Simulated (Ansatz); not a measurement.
Cl$_{2}$Ti$_{2}$ (quintet)

```yaml
atoms:
  - { symbol: Ti, position_ang: [0.4797, 0.8078, -0.2389] }
  - { symbol: Ti, position_ang: [-0.4838, -0.7931, 0.2768] }
  - { symbol: Cl, position_ang: [1.9920, -1.0075, 0.5902] }
  - { symbol: Cl, position_ang: [-1.9878, 0.9927, -0.6281] }
```

Geometry: PBE-D4/def2-SVP.

The calculation used UKS PBE0-D4/def2-TZVP in Ansatz.

Question: Predict the electron density, electron localisation function and spin density between the atoms.

Answer: Ti–Ti (1.94 Å): ρ is about 0.9 e/Å³ halfway; the ELF is about 0.15 at the midpoint.
Ti–Cl (2.50 Å): ρ is about 0.37 e/Å³ halfway; the ELF peaks at about 0.85 in the valence shell of Cl, 0.8 Å from its nucleus, and is about 0.35 at the midpoint.
The unpaired spin (4 electrons) lies mostly on Ti1 (about 2.0), Ti2 (about 1.7), Cl3 (about 0.1) and Cl4 (about 0.1), in electrons by Hirshfeld's partition.

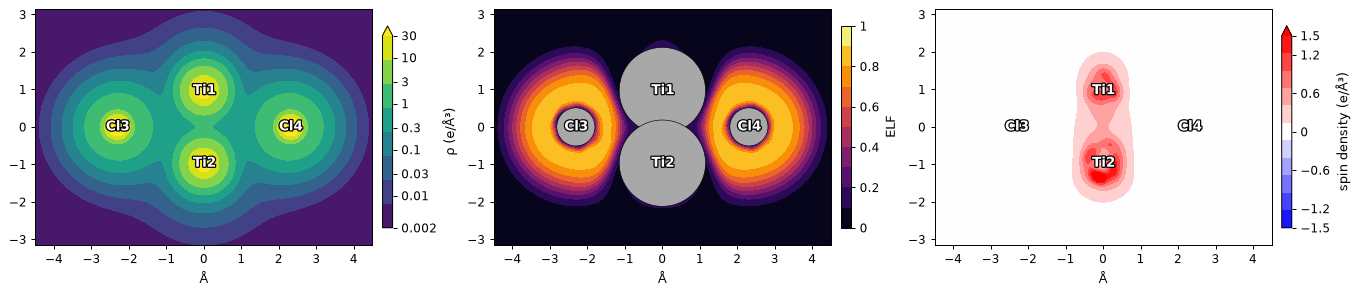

Computed electron density, electron localisation function and spin density on the molecular plane, in this order. Grey discs cover the atomic cores in the ELF map. 
